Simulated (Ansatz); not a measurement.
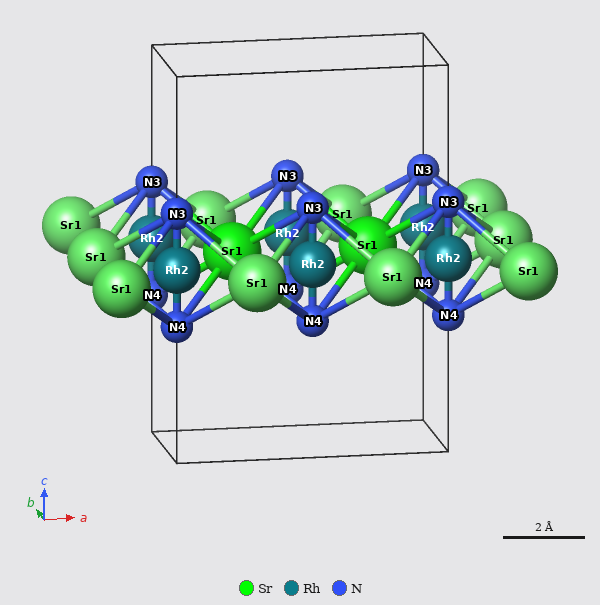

**Figure 1.** The structure (ball-and-stick view of the 2 × 1 repeat of the cell, with the vacuum cut short, seen slightly off an axis; neighbours outside the cell are drawn fainter; atoms are numbered from 1 in the order of the input).

**Run report: SrRhN2, single-point calculation**

The run: single-point calculation of SrRhN2 (4 atoms in the cell). Method and program: DFT PBE, scalar-relativistic, plane waves, PAW, spin-polarised (Ansatz 0.2.0).

The structure was made by a generator, so it may or may not be a known phase. Figures and captions count atoms from 1; the log counts them from 0 in places.

Log
```
Warning: crystal.periodic: the lattice vector that does not repeat stood 0.000° off the slab's normal, 17.000 Å along it as the deck builds it. The run solves the slab on a vector along the normal, 29.590 Å long, with every atom where it was (on the deck's vector they left 14.11 Å outside them, and the widest stretch free of ions among them is 1.45 Å). A fractional position that the run reports is one of the run's cell, which starts as this one, and not of the deck's: it goes into a deck with that cell's vectors. The slab on that cell runs as it stands in a deck that lists each atom with its symbol and moment, types crystal.periodic and leaves out crystal.checkpoint, crystal.saddle_side, crystal.structure_sha256, crystal.space_group, crystal.setting, crystal.reduce_to_primitive, crystal.supercell, crystal.defects and each atom's wyckoff. Where those keys changed the vectors of the plane, lay the indices of each lattice_plane and lattice_line anew on these rows. Along the normal they count this vector already. An outside_sphere can name other atoms there (type this run's as sites). In the order of the run's atom list the slab is: crystal.lattice: [[3.433843, 0.0, 0.0], [0.0, 3.433843, 0.0], [0.0, 0.0, 29.589792000000003]]; position: [0.5, 0.5, 0.2872612284668983]; position: [0.0, 0.0, 0.2872612284668983]; position: [0.0, 0.0, 0.33617836854006944]; position: [0.0, 0.0, 0.23834408839372712];
crystal.periodic: the lattice vector that does not repeat stood 0.000° off the slab's normal, 17.000 Å along it as the deck builds it. The run solves the slab on a vector along the normal, 29.590 Å long, with every atom where it was (on the deck's vector they left 14.11 Å outside them, and the widest stretch free of ions among them is 1.45 Å). A fractional position that the run reports is one of the run's cell, which starts as this one, and not of the deck's: it goes into a deck with that cell's vectors. The slab on that cell runs as it stands in a deck that lists each atom with its symbol and moment, types crystal.periodic and leaves out crystal.checkpoint, crystal.saddle_side, crystal.structure_sha256, crystal.space_group, crystal.setting, crystal.reduce_to_primitive, crystal.supercell, crystal.defects and each atom's wyckoff. Where those keys changed the vectors of the plane, lay the indices of each lattice_plane and lattice_line anew on these rows. Along the normal they count this vector already. An outside_sphere can name other atoms there (type this run's as sites). In the order of the run's atom list the slab is: crystal.lattice: [[3.433843, 0.0, 0.0], [0.0, 3.433843, 0.0], [0.0, 0.0, 29.589792000000003]]; position: [0.5, 0.5, 0.2872612284668983]; position: [0.0, 0.0, 0.2872612284668983]; position: [0.0, 0.0, 0.33617836854006944]; position: [0.0, 0.0, 0.23834408839372712];
Engine: ansatz 0.2.0, x86_64-unknown-linux-gnu
Pseudopotentials: kind: paw
Pseudopotential: Sr, paw, valence charge 10, recommended cutoff 420 eV (normal), Sr.paw.azcp
Pseudopotential: Rh, paw, valence charge 17, recommended cutoff 420 eV (normal), Rh.paw.azcp
Pseudopotential: N, paw, valence charge 5, recommended cutoff 420 eV (normal), N.paw.azcp
Functional definition: PBE
  parameter kappa = 0.804
  parameter beta = 0.06672455060314922
  exchange = pbe_x(kappa = kappa, mu = beta*pi^2/3)
  correlation = pbe_c(beta = beta)
Crystal: 4 atoms, lattice volume = 348.901 Å³
Basis set: ecut = 420 eV, 6823 PW (Γ), exchange–correlation on 48×48×400 points (8 copies of the dense FFT grid, shifted against one another)
Bands: 23, of which v1, the nominal top of the filled ones, is band 19 counted from 1 (18 counted from 0)
Symmetry: 16 space group operations
Space group: P4/mmm (ITA 123), of the structure as read, at distance tolerance 7.0e-5 Å
Magnetic group: BNS 123.339 (UNI 999), of the structure as read, at distance tolerance 7.0e-5 Å
k-points: 10 of 36
Non-local potential: Sr, projectors of the file, l = 0: 3, l = 1: 2, l = 2: 2
Non-local potential: Rh, projectors of the file, l = 0: 3, l = 1: 2, l = 2: 2, l = 3: 1
Non-local potential: N, projectors of the file, l = 0: 2, l = 1: 2, l = 2: 1
PAW form: soft (Blöchl's): semilocal exchange-correlation on the pseudo side does not see the compensation charge
PAW one-centre angular grid: Sr, 110 points (default); XC on 64 Gauss nodes
PAW one-centre angular grid: Rh, 590 points (default); XC on 64 Gauss nodes
PAW one-centre angular grid: N, 110 points (default); XC on 64 Gauss nodes
Initial density: superposition of atomic densities (neutral atoms: chi_scale 0, normalization atom)
Starting moments: Σ|m| = 1 μB on 1 of 4 sites
Initial wavefunctions: pseudopotential atomic-orbital guess
Functional: x = pbe(κ = 0.804, μ = 0.2195149727645171), c = pbe(β = 0.06672455060314922)
SCF iter   1: F=—  HF=-10702.719302 eV  |F-HF|=—  |Δ(HF+E_count)|=         —  Δρ=4.35e-2 (↑4.35e-2 ↓3.62e-2)  dr2=1.64e1  dr2_m=4.85e-1  M=0.174 μB ∫|m|=0.243 μB  β_m=0.30  ethr=3.10e-3  ⟨swp⟩=21.4  Hψ=5168  notcnv=0
preconditioner: auto → Resta (q_TF=auto, 1.877 Å⁻¹)  ε∞=1.7  [insulator: Δε(μ)=0.119 eV  Ē_g=12.693 eV  σ=0.100 eV  W_gap=0.60  n_scr=28 (ndim 8)  ℏωp=10.3 eV  f_vac=0.782  D(μ)=1.00/eV (n_scr^D=6)  ε∞_Penn≈1.7  vacuum switching on, ρ_ref=1.2e-2 e/Å³]
spin=Collinear: Resta preconditioning applied to the charge; magnetization (m = ρ↑ − ρ↓) channel mixes plain (no charge-response kernel on spin).
SCF iter   2: F=—  HF=-10699.867671 eV  |F-HF|=—  |Δ(HF+E_count)|=    2.85e0  Δρ=1.74e-2 (↑1.21e-2 ↓1.74e-2)  dr2=3.12e0  dr2_m=2.86e-1  M=0.220 μB ∫|m|=0.248 μB  β_m=0.30  ethr=3.10e-3  ⟨swp⟩=5.4  Hψ=1560  notcnv=0  defer=5
preconditioner: auto → LDOS  [metal: Δε(μ)=0.011 eV  Ē_g=12.553 eV  σ=0.100 eV  W_gap=0.06  n_scr=28 (ndim 8)  ℏωp=10.3 eV  f_vac=0.787  D(μ)=6.31/eV (n_scr^D=16)]
spin=Collinear: LDOS preconditioning applied to the charge; magnetization (m = ρ↑ − ρ↓) channel mixes plain (no charge-response kernel on spin).
SCF iter   3: F=—  HF=-10699.516113 eV  |F-HF|=—  |Δ(HF+E_count)|=   3.52e-1  Δρ=1.18e-2 (↑1.01e-2 ↓1.18e-2)  dr2=1.46e0  dr2_m=1.72e-1  M=0.355 μB ∫|m|=0.381 μB  β_m=0.30  ethr=3.10e-3  ⟨swp⟩=3.8  Hψ=977  notcnv=0
SCF iter   4: F=—  HF=-10699.404504 eV  |F-HF|=—  |Δ(HF+E_count)|=   1.12e-1  Δρ=1.27e-2 (↑1.27e-2 ↓9.06e-3)  dr2=1.49e0  dr2_m=8.01e-2  M=0.250 μB ∫|m|=0.276 μB  β_m=0.30  ethr=3.10e-3  ⟨swp⟩=3.8  Hψ=1195  notcnv=0
SCF iter   5: F=—  HF=-10699.318584 eV  |F-HF|=—  |Δ(HF+E_count)|=   8.59e-2  Δρ=1.01e-2 (↑3.46e-3 ↓1.01e-2)  dr2=6.46e-1  dr2_m=1.05e-1  M=0.569 μB ∫|m|=0.578 μB  β_m=0.30  ethr=3.10e-3  ⟨swp⟩=3.9  Hψ=1155  notcnv=0  defer=2
SCF iter   6: F=—  HF=-10699.350131 eV  |F-HF|=—  |Δ(HF+E_count)|=   3.15e-2  Δρ=1.10e-2 (↑2.78e-3 ↓1.10e-2)  dr2=6.06e-1  dr2_m=1.16e-1  M=0.747 μB ∫|m|=0.757 μB  β_m=0.30  ethr=1.75e-3  ⟨swp⟩=2.7  Hψ=863  notcnv=0  defer=2
SCF iter   7: F=—  HF=-10699.290097 eV  |F-HF|=—  |Δ(HF+E_count)|=   6.00e-2  Δρ=7.87e-3 (↑3.32e-3 ↓7.87e-3)  dr2=1.48e-1  dr2_m=9.38e-2  M=0.873 μB ∫|m|=0.881 μB  β_m=0.30  ethr=1.64e-3  ⟨swp⟩=2.6  Hψ=668  notcnv=0  defer=2
SCF iter   8: F=—  HF=-10699.306607 eV  |F-HF|=—  |Δ(HF+E_count)|=   1.65e-2  Δρ=4.27e-3 (↑4.27e-3 ↓1.54e-3)  dr2=6.80e-2  dr2_m=2.13e-2  M=0.748 μB ∫|m|=0.760 μB  β_m=0.30  ethr=3.99e-4  ⟨swp⟩=3.5  Hψ=1155  notcnv=0  defer=2
SCF iter   9: F=—  HF=-10699.306489 eV  |F-HF|=—  |Δ(HF+E_count)|=   1.18e-4  Δρ=3.79e-3 (↑2.77e-3 ↓3.79e-3)  dr2=8.73e-3  dr2_m=3.39e-2  M=0.860 μB ∫|m|=0.874 μB  β_m=0.30  ethr=1.84e-4  ⟨swp⟩=3.0  Hψ=801  notcnv=0  defer=2
SCF iter  10: F=—  HF=-10699.317362 eV  |F-HF|=—  |Δ(HF+E_count)|=   1.09e-2  Δρ=3.51e-3 (↑1.85e-3 ↓3.51e-3)  dr2=1.74e-2  dr2_m=2.24e-2  M=0.881 μB ∫|m|=0.898 μB  β_m=0.30  ethr=2.36e-5  ⟨swp⟩=3.2  Hψ=978  notcnv=0  defer=2
SCF iter  11: F=—  HF=-10699.320735 eV  |F-HF|=—  |Δ(HF+E_count)|=   3.37e-3  Δρ=2.21e-3 (↑1.68e-3 ↓2.21e-3)  dr2=2.14e-3  dr2_m=1.20e-2  M=0.879 μB ∫|m|=0.897 μB  β_m=0.30  ethr=2.36e-5  ⟨swp⟩=2.9  Hψ=742  notcnv=0  defer=2
Mixer restart at iter 11: flushing history
spin-set hold released at iteration 11 (site moments contracting): the magnetisation degrees of freedom join the quasi-Newton model from the next iteration; the mixer history was flushed
SCF iter  12: F=—  HF=-10699.324006 eV  |F-HF|=—  |Δ(HF+E_count)|=   3.27e-3  Δρ=1.78e-3 (↑1.22e-3 ↓1.78e-3)  dr2=2.13e-3  dr2_m=7.16e-3  M=0.884 μB ∫|m|=0.904 μB  β_m=0.63  ethr=5.79e-6  ⟨swp⟩=3.0  Hψ=944  notcnv=0  defer=2
SCF iter  13: F=—  HF=-10699.327908 eV  |F-HF|=—  |Δ(HF+E_count)|=   3.90e-3  Δρ=2.04e-4 (↑1.75e-4 ↓2.04e-4)  dr2=4.03e-4  dr2_m=2.24e-5  M=0.889 μB ∫|m|=0.917 μB  β_m=0.82  ethr=5.75e-6  ⟨swp⟩=3.6  Hψ=1053  notcnv=0  defer=2
SCF iter  14: F=—  HF=-10699.328367 eV  |F-HF|=—  |Δ(HF+E_count)|=   4.58e-4  Δρ=1.05e-4 (↑6.46e-5 ↓1.05e-4)  dr2=9.84e-5  dr2_m=3.32e-6  M=0.888 μB ∫|m|=0.917 μB  β_m=0.79  ethr=1.09e-6  ⟨swp⟩=3.3  Hψ=918  notcnv=0  defer=2
SCF iter  15: F=—  HF=-10699.328735 eV  |F-HF|=—  |Δ(HF+E_count)|=   3.68e-4  Δρ=3.18e-5 (↑3.13e-5 ↓3.18e-5)  dr2=9.37e-6  dr2_m=1.04e-6  M=0.888 μB ∫|m|=0.917 μB  β_m=0.90  ethr=2.66e-7  ⟨swp⟩=3.1  Hψ=869  notcnv=0  defer=2
SCF iter  16: F=—  HF=-10699.328746 eV  |F-HF|=—  |Δ(HF+E_count)|=   1.14e-5  Δρ=1.05e-5 (↑1.05e-5 ↓5.20e-6)  dr2=4.27e-7  dr2_m=1.05e-7  M=0.888 μB ∫|m|=0.917 μB  β_m=0.93  ethr=2.53e-8  ⟨swp⟩=3.4  Hψ=906  notcnv=0  defer=2
iter 17 did not close the SCF: its close was put off for a magnetic moment that had not settled (scf_convergence_deferred on its scf_iter line)
SCF iter  17: F=-10699.328747 eV  HF=-10699.328747 eV  |F-HF|=1.29e-7  |Δ(HF+E_count)|=   9.02e-7  Δρ=2.13e-6 (↑2.13e-6 ↓1.79e-6)  dr2=1.13e-8  dr2_m=8.90e-9  M=0.888 μB ∫|m|=0.917 μB  β_m=0.96  ethr=2.70e-10  ⟨swp⟩=13.6  Hψ=4136  notcnv=0
SCF iter  18: F=-10699.328747 eV  HF=-10699.328747 eV  |F-HF|=3.99e-8  |Δ(HF+E_count)|=   9.67e-8  Δρ=4.68e-7 (↑4.41e-7 ↓4.68e-7)  dr2=1.67e-9  dr2_m=9.40e-11  M=0.888 μB ∫|m|=0.917 μB  ethr=3.05e-11  ⟨swp⟩=4.4  Hψ=2023  notcnv=0
SCF 1 converged in 18 iterations: F = -10699.328747 eV  dr2 = 1.67e-9
  greatest PAW one-centre occupation: 1.004 electrons in one spin orbital (limit 2), on the Rh atom at site 1 (counted from 0), in its partial waves of l = 1
```

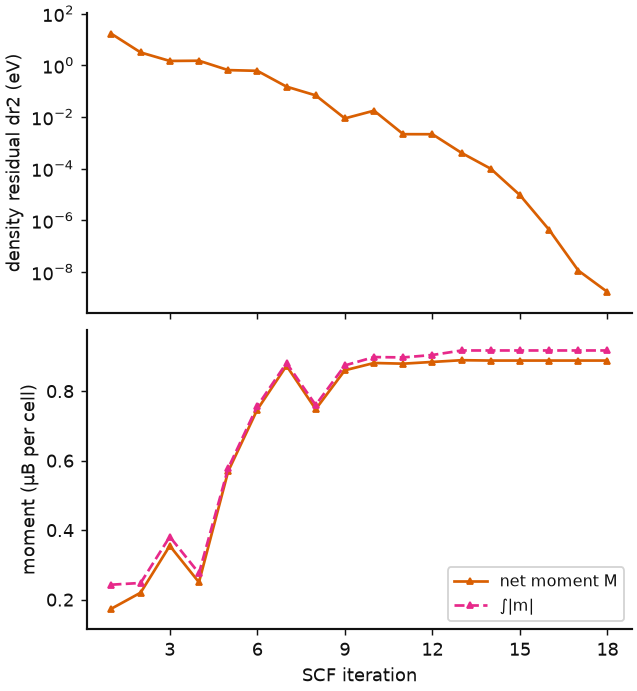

**Figure 2.** Convergence of the self-consistent field: density residual dr2 and magnetic moment against the SCF iteration. The residual falls almost steadily, with no more than small rises. The net moment goes from 0.2 to 0.9 μB per cell.

```
SCF converged after 18 iterations
Magnetization: 0.8882 μB (18.9441 up, 18.0559 down)
Absolute magnetization: 0.9235 μB (∫|ρ↑−ρ↓|, with the PAW one-centre terms)
Spin contamination: 0.0038 ħ² per cell (⟨S²⟩ above its minimum at these occupations)
Per-site moments (μB) at R_I (Å): [(0.01573638631693185, 1.0015886392173576), (0.04260441881427723, 0.5970722999999999), (0.22948125722237828, 0.5970722999999999), (0.22948125722237828, 0.5970722999999999)]
Free energy (F): -10699.328747 eV
Harris-Foulkes:  -10699.328747 eV  (|F-HF|=3.99e-8)
Internal energy: -10699.316761 eV  (E = F + TS)
E sigma→0 (E₀):  -10699.322754 eV
Entropy (-TS):   -0.011986 eV (-2.997 meV/atom)
Fermi energy:    -4.926519 eV
--- Per-component energies (eV) ---
  E_band       = -988.607636
  E_kinetic    = 1126.279017
  E_local      = -70496.452734  (includes V_loc(G=0)·N_el)
  E_nonlocal   = 662.260998
  E_hartree    = 34340.873483
  E_xc         = -526.057987
  E_vxc        = -607.418340  (∫ρ·V_xc dr)
  E_paw        = -6540.531689  (= ΣΔE_a)
  E_vpaw       = -355.025523  (= ΣTr[D̂ρ^β])
  E_aug_tail   = 0.001105  (compensation charges beyond the density's cutoff)
  E_ewald      = 30734.311046
  E_smearing   = -0.011986  (= −TS)
  E_closure    = 0.000000  (closes the sum)
  Σ components = -10699.328747   (vs F -10699.328747, Δ=0.00e0)
--- Forces (eV/Å), atoms counted from 1 ---
  atom   1  Sr     0.00000000     0.00000000     0.00000000
  atom   2  Rh    -0.00000000     0.00000000     0.00000000
  atom   3  N      0.00000000     0.00000000    28.61634624
  atom   4  N      0.00000000     0.00000000   -28.61634624
  max |Σ_I F_I| component: 4.58e-29 eV/Å
--- 2D stress c σ (N/m, compression-positive) ---
       39.340036       0.000000       0.000000
        0.000000      39.340036       0.000000
        0.000000       0.000000       0.000000
  P = ½ c Tr σ = 39.3400 N/m
--- Band table (eV; the first three rows and the last of 20) ---
  k-point 0 ↑: bands = ["-87.2283", "-57.5597", "-54.5446", "-54.5446", "-40.6617", "-23.8752", "-22.8365", "-22.6667", "-22.6667", "-18.1378", "-14.6610", "-14.6610", "-13.4101", "-12.6465", "-11.5611", "-8.3497", "-8.2781", "-8.2781", "-6.0614", "-2.4116", "-2.4116", "-1.7096", "-0.6827"]
  k-point 1 ↑: bands = ["-87.2279", "-57.5591", "-54.5576", "-54.5428", "-40.6113", "-23.8719", "-23.0401", "-22.8130", "-22.8097", "-18.1757", "-14.6546", "-14.6261", "-13.1157", "-12.1512", "-11.0028", "-8.8516", "-8.2605", "-7.4992", "-6.0234", "-2.7948", "-2.3828", "-1.3592", "-0.7890"]
  k-point 2 ↑: bands = ["-87.2272", "-57.5579", "-54.5835", "-54.5392", "-40.5089", "-23.9759", "-23.5844", "-23.0761", "-22.7650", "-18.2555", "-14.6316", "-14.5550", "-12.5775", "-11.0442", "-9.6821", "-9.5867", "-8.2646", "-5.9469", "-5.8135", "-3.3956", "-2.3182", "-2.1720", "-2.0116"]
  k-point 9 ↓: bands = ["-87.1573", "-57.4046", "-54.5372", "-54.5372", "-40.5003", "-23.3649", "-23.3649", "-23.2026", "-22.4634", "-17.4973", "-15.1730", "-15.1730", "-12.2639", "-10.3064", "-9.4004", "-8.9520", "-8.9520", "-6.7900", "-4.4971", "-3.2155", "-3.2155", "-0.7916", "0.3247"]
--- Löwdin populations: 4 sites ---
  site symbol       q [e]    m [muB]
     0     Sr      8.2218     0.0009
     1     Rh     16.9292     0.0716
     2      N      5.6412     0.4046
     3      N      5.6412     0.4046
  spilling = 0.015312 (of n_electrons = 37.000000)
```

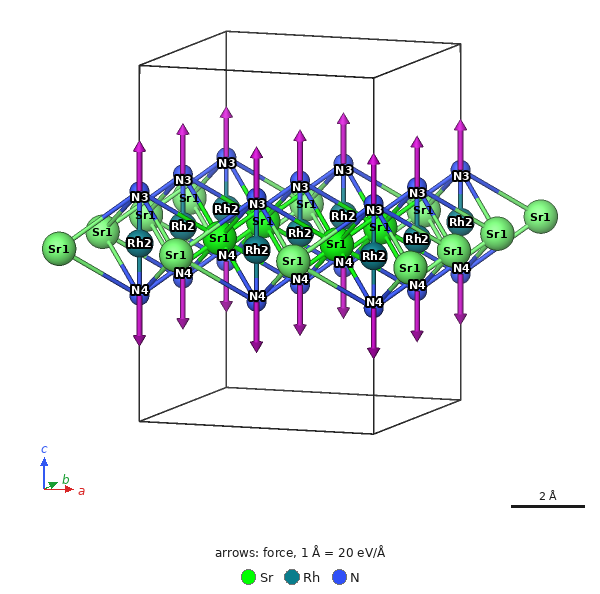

**Figure 3.** Forces on the atoms as pink arrows (ball-and-stick view of the 2 × 2 repeat of the cell, with the vacuum cut short, seen slightly off an axis; neighbours outside the cell are drawn fainter; atoms are numbered from 1 in the order of the input). The largest act on N3, N4 (28.62 eV/Å). The geometry is not a stationary point of this energy.

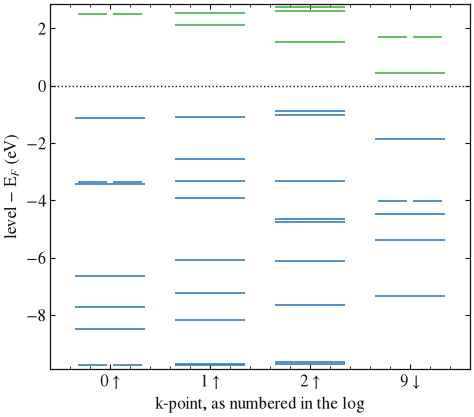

**Figure 4.** Kohn–Sham levels near the Fermi level (dotted) at the few k-points that the log prints; levels within 0.02 eV of each other stand side by side. The system is metallic on the full mesh.

The run was set up as follows.

Input
```yaml
crystal:
  lattice:
    - [3.433843, 0.0, 0.0]
    - [0.0, 3.433843, 0.0]
    - [0.0, 0.0, 17.0]
  atoms:
    - { symbol: Sr, position: [0.5, 0.5, 0.5] }
    - { symbol: Rh, position: [0.0, 0.0, 0.5], spin: 1.0 }
    - { symbol: "N", position: [0.0, 0.0, 0.585144] }
    - { symbol: "N", position: [0.0, 0.0, 0.414856] }
  periodic: [true, true, false]
basis:
  ecutwfc: 420
kpoints:
  mp_grid: { grid: [6, 6, 1] }
hamiltonian:
  xc: pbe
scf:
  occupations: { method: gaussian, width: 0.1 }
  lower_state_search: "off"
output:
  forces: true
  stress: true
  eigenvalues: true
  populations: true
magnetization:
  spin_polarized: true
```

Launched with:
```bash
ansatz run input.yaml --threads 1 --pin off --max-ram 2560MiB --backend cpu --events-out ev --progress --plain --runs-dir out
```

Results in brief

| quantity | value |
| --- | --- |
| outcome | converged |
| electrons treated | 37 |
| free energy | −10699.3287 eV |
| Fermi energy | −4.927 eV |
| gap on the k-point mesh | none (metallic) |
| net moment of the cell | 0.89 μB |
| integrated absolute moment | 0.92 μB |
| largest force (length of the vector) | 28.616 eV/Å |
| hardware | 1 thread of Intel Xeon @ 2.50GHz (Skylake/Cascade Lake), 189 GiB of memory available, shared host |
| wall time | 54 s |
| peak memory | 0.61 GiB |
